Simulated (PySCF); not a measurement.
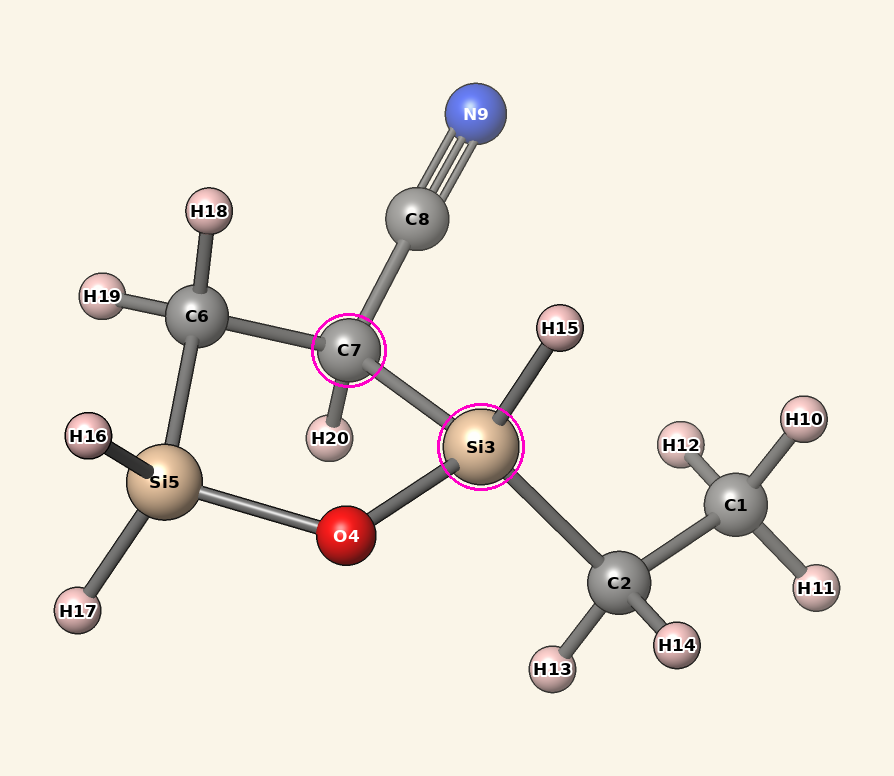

Atoms fade into the background with distance from the viewer. Circles mark the stereogenic atoms. The geometry was computed by an optimisation with PBE0-D3(BJ)/def2-SVP. No frequency run is at hand to confirm it as a minimum.

### Assign CIP descriptors.

Si3: S (priorities O4 > C7 > C2 > H15); C7: R (priorities Si3 > C6 > C8 > H20).

### Write the isomeric SMILES.

CC[Si@@H]1O[SiH2]C[C@H]1C#N
